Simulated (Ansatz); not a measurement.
# BClH2N: vertical and adiabatic energies of changing the electron count

Aim: vertical and adiabatic energies of changing the electron count, for BClH2N, run from a script. SMILES: N[B]Cl.

Computed with Ansatz 0.2.0 through its Python package. Level of theory: r2SCAN+D3(BJ)/6-31G*.

### Step 1. The structure

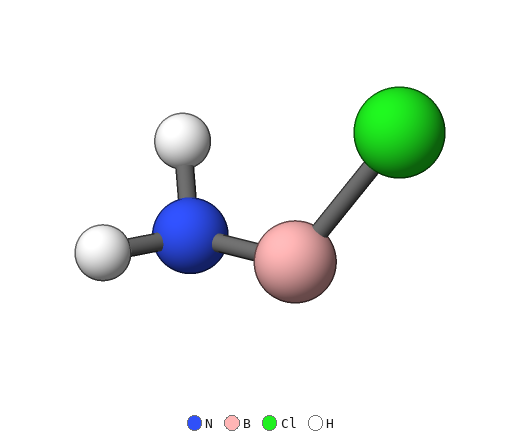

The starting structure, viewed from a chosen angle; nitrogen blue, boron pink, chlorine green, hydrogen white.

bclh2n.xyz, read by the script:

```xyz
5

N    -0.53530    0.23920   -0.49360
B    -0.27040   -0.72750    0.58800
Cl    1.43350   -1.28900    0.86520
H    -0.89830    1.14080   -0.03560
H     0.32040    0.56280   -0.96540
```

### Step 2. The script

bclh2n_adiabatic.py

```python
"""How BClH2N relaxes after losing an electron."""

import itertools

import ansatz as az
from ase.data import atomic_numbers, covalent_radii
import numpy as np

mol = az.Crystal.molecule_from_extxyz("bclh2n.xyz")

calculation = (
    mol.calculation()
    .basis(gaussian="6-31G*")
    .functional("r2SCAN", dispersion="d3bj")
    .spin("collinear", total=1)
)
symbols = [site.symbol for site in mol.cartesian_sites]
start = np.array([site.position_ang for site in mol.cartesian_sites], dtype=float)
data = calculation.relax(force_tolerance=0.01, max_steps=100).run(threads=1, pin="off").report
end = np.array(data["positions_ang"])

minimum = az.Crystal.molecule()
for symbol, place in zip(symbols, end):
    minimum = minimum.atom(symbol, place.tolist())
ion = minimum.calculation()
ion = ion.basis(gaussian="6-31G*")
ion = ion.functional("r2SCAN", dispersion="d3bj").charge(1)
vertical = ion.run(threads=1, pin="off").report
settled = ion.relax(force_tolerance=0.01, max_steps=80).run(threads=1, pin="off").report
print(f"vertical ionisation energy   {vertical['free_energy_ev'] - data['free_energy_ev']:.3f} eV")
print(f"adiabatic, no zero point     {settled['free_energy_ev'] - data['free_energy_ev']:.3f} eV")
print(f"relaxation energy of the ion {vertical['free_energy_ev'] - settled['free_energy_ev']:.3f} eV")
ionised = np.array(settled["positions_ang"])
# pairs closer than 1.2 times the sum of covalent radii, before or after
radius = [covalent_radii[atomic_numbers[s]] for s in symbols]
span = lambda where, i, j: np.linalg.norm(where[i] - where[j])
bonded = [(i, j) for i, j in itertools.combinations(range(len(symbols)), 2) if min(span(end, i, j), span(ionised, i, j)) < 1.2 * (radius[i] + radius[j])]
print("pair        before    after (A)")
for i, j in bonded:
    print(f"{symbols[i]}{i}-{symbols[j]}{j}".ljust(10), f"{span(end, i, j):8.4f} {span(ionised, i, j):8.4f}")
```

### Step 3. What the engine is handed

The engine receives this input (first run):

```yaml
crystal:
  periodic: [false, false, false]
  atoms:
    - { symbol: "N", position_ang: [-0.5353, 0.2392, -0.4936] }
    - { symbol: B, position_ang: [-0.2704, -0.7275, 0.588] }
    - { symbol: Cl, position_ang: [1.4335, -1.289, 0.8652] }
    - { symbol: H, position_ang: [-0.8983, 1.1408, -0.0356] }
    - { symbol: H, position_ang: [0.3204, 0.5628, -0.9654] }
basis:
  gaussian:
    orbitals: "6-31G*"
hamiltonian:
  xc: r2scan
  dispersion: d3bj
magnetization:
  spin_polarized: true
  initial_magnetization: 1.0
relax:
  f_tol: 0.01
  max_steps: 100
```

### Step 4. The run

Run with:

```
$ python bclh2n_adiabatic.py
```

Output:

```text
DeckWarning: the engine holds no damping parameters fitted to this dispersion correction and functional, so the run takes those fitted to r2scan beside the three-body term, which d3bj leaves out (hamiltonian.dispersion, under Limitations)
vertical ionisation energy   8.501 eV
adiabatic, no zero point     6.968 eV
relaxation energy of the ion 1.532 eV
pair        before    after (A)
N0-B1        1.3861   1.3328
N0-H3        1.0105   1.0211
N0-H4        1.0158   1.0211
B1-Cl2       1.7647   1.6267
```

(Warnings from the package without file and line.)

It took 42 s on 1 thread of Intel Xeon Platinum 8259CL at 2.50GHz (Skylake/Cascade Lake), shared host; peak memory 0.24 GiB.

### Step 5. Inputs of later runs

The engine's inputs for the other runs:

Run 2, against run 1:

```diff
@@ -4,5 +4,5 @@
-    - { symbol: "N", position_ang: [-0.5353, 0.2392, -0.4936] }
-    - { symbol: B, position_ang: [-0.2704, -0.7275, 0.588] }
-    - { symbol: Cl, position_ang: [1.4335, -1.289, 0.8652] }
-    - { symbol: H, position_ang: [-0.8983, 1.1408, -0.0356] }
-    - { symbol: H, position_ang: [0.3204, 0.5628, -0.9654] }
+    - { symbol: "N", position_ang: [-0.3352031002631186, 0.41203867896829743, -0.25605760896075686] }
+    - { symbol: B, position_ang: [-0.11221525104984037, -0.5502413363685874, 0.7164011470602284] }
+    - { symbol: Cl, position_ang: [1.3559329233289783, -1.5273548319729515, 0.7794266305442464] }
+    - { symbol: H, position_ang: [-1.1805976911975986, 0.9649536095546344, -0.2809151480585207] }
+    - { symbol: H, position_ang: [0.3219831191815794, 0.6269038798186074, -1.000255020585197] }
@@ -15,6 +15 @@
-magnetization:
-  spin_polarized: true
-  initial_magnetization: 1.0
-relax:
-  f_tol: 0.01
-  max_steps: 100
+total_charge: 1.0
```

Run 3, against run 1:

```diff
@@ -4,5 +4,5 @@
-    - { symbol: "N", position_ang: [-0.5353, 0.2392, -0.4936] }
-    - { symbol: B, position_ang: [-0.2704, -0.7275, 0.588] }
-    - { symbol: Cl, position_ang: [1.4335, -1.289, 0.8652] }
-    - { symbol: H, position_ang: [-0.8983, 1.1408, -0.0356] }
-    - { symbol: H, position_ang: [0.3204, 0.5628, -0.9654] }
+    - { symbol: "N", position_ang: [-0.3352031002631186, 0.41203867896829743, -0.25605760896075686] }
+    - { symbol: B, position_ang: [-0.11221525104984037, -0.5502413363685874, 0.7164011470602284] }
+    - { symbol: Cl, position_ang: [1.3559329233289783, -1.5273548319729515, 0.7794266305442464] }
+    - { symbol: H, position_ang: [-1.1805976911975986, 0.9649536095546344, -0.2809151480585207] }
+    - { symbol: H, position_ang: [0.3219831191815794, 0.6269038798186074, -1.000255020585197] }
@@ -15,3 +15 @@
-magnetization:
-  spin_polarized: true
-  initial_magnetization: 1.0
+total_charge: 1.0
@@ -20 +18 @@
-  max_steps: 100
+  max_steps: 80
```

### Step 6. The engine's runs

The 3 runs, in the order started:

```csv
run,kind of run,system,unpaired or total moment,energy (eV),<S²>,SCF cycles in all,CPU time (s)
1,relaxation,BClH2N,1,-14719.1717,0.76,86,26
2,single point,"BClH2N, charge +1",not set,-14710.6709,0.00,18,1.6
3,relaxation,"BClH2N, charge +1",not set,-14712.2033,0.00,80,14
```

Totals carry meaning only in balanced differences at one level of theory.

### Step 7. How the relaxation of run 1 went

Step by step:

```
step  energy from step 1 (eV)  largest force component (eV/Å)
   1                   0.0000                          2.4934
   2                  -0.2982                          2.0918
   3                  -0.5998                          0.9320
   4                  -0.5469                          0.6100
   5                  -0.6367                          0.5838
   6                  -0.6459                          0.0956
   7                  -0.6461                          0.0215
   8                  -0.6461                          0.0040
```

Step 1 is the start. Step 4 was tried and not accepted.

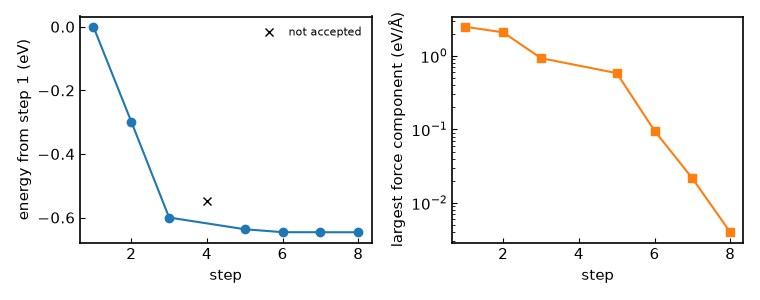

Energy and largest force along the relaxation.

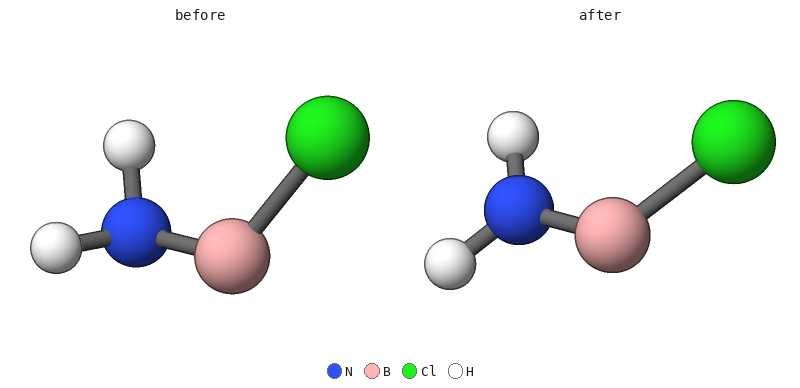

The structure before (left) and after (right) the relaxation, drawn at the same scale.

Before: Bond lengths: N1–B2 1.475 Å, B2–Cl3 1.815 Å, N1–H4 1.074 Å, N1–H5 1.029 Å. Angles: N1–B2–Cl3 118.9°, B2–N1–H4 107.3°, B2–N1–H5 113.1°, H4–N1–H5 102.3°.

After: Bond lengths: N1–B2 1.386 Å, B2–Cl3 1.765 Å, N1–H4 1.010 Å, N1–H5 1.016 Å. Angles: N1–B2–Cl3 122.9°, B2–N1–H4 122.1°, B2–N1–H5 123.8°, H4–N1–H5 114.0°.

### Step 8. How the relaxation of run 3 went

The steps of the relaxation:

| step | energy from step 1 (eV) | largest force component (eV/Å) |
| --- | --- | --- |
| 1 | 0.0000 | 4.5912 |
| 2 | -0.8264 | 3.3144 |
| 3 | -1.3772 | 1.0574 |
| 4 | -1.5311 | 0.1413 |
| 5 | -1.5321 | 0.0467 |
| 6 | -1.5322 | 0.0417 |
| 7 | -1.5324 | 0.0077 |

Step 1 is the start.

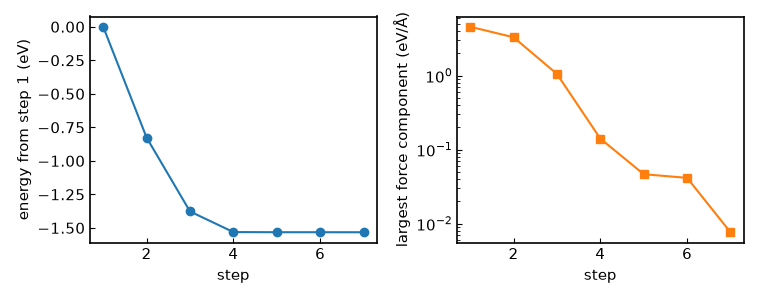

Energy and largest force along the relaxation.

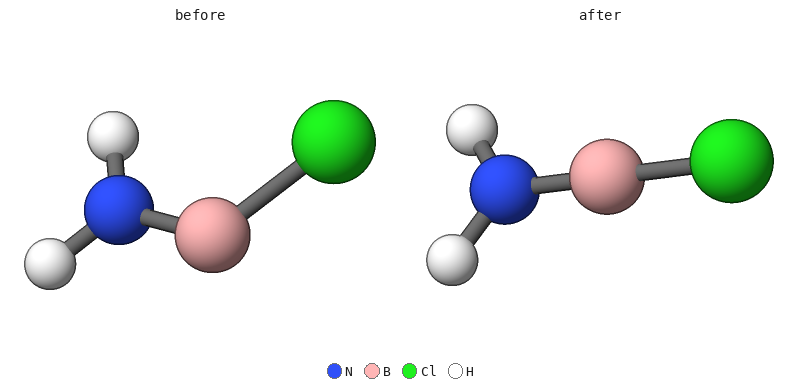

The structure before (left) and after (right) the relaxation, drawn at the same scale.

Before: Bond lengths: N1–B2 1.386 Å, B2–Cl3 1.765 Å, N1–H4 1.010 Å, N1–H5 1.016 Å. Angles: N1–B2–Cl3 122.9°, B2–N1–H4 122.1°, B2–N1–H5 123.8°, H4–N1–H5 114.0°.

After: Bond lengths: N1–B2 1.333 Å, B2–Cl3 1.627 Å, N1–H4 1.021 Å, N1–H5 1.021 Å. Angles: N1–B2–Cl3 180.0°, B2–N1–H4 123.0°, B2–N1–H5 123.1°, H4–N1–H5 113.9°.

### Step 9. What came out

| quantity | value |
| --- | --- |
| vertical ionisation energy | 8.501 eV |
| adiabatic ionisation energy, no zero point | 6.968 eV |
| runs compared | 3 |

The ionisation energy is a difference of two total energies at the neutral geometry; letting the ion relax lowers it by 1.53 eV. Run 1: The relaxation took 6 moves; the largest shift is 0.413 Å, of atom 4 (H). Run 3: After 6 moves the largest shift is 0.582 Å, of atom 2 (B). Caveats:
- The energies are electronic: no zero-point or thermal terms, and the basis set is short of its limit. The product may relax into another structure.
- The species is open-shell (spin multiplicity 2).
- The spin of the ions was assumed; an unrestricted or higher-spin state can lie lower by tenths of an eV.
- A dispersion term here runs with damping parameters fitted for another variant or functional.
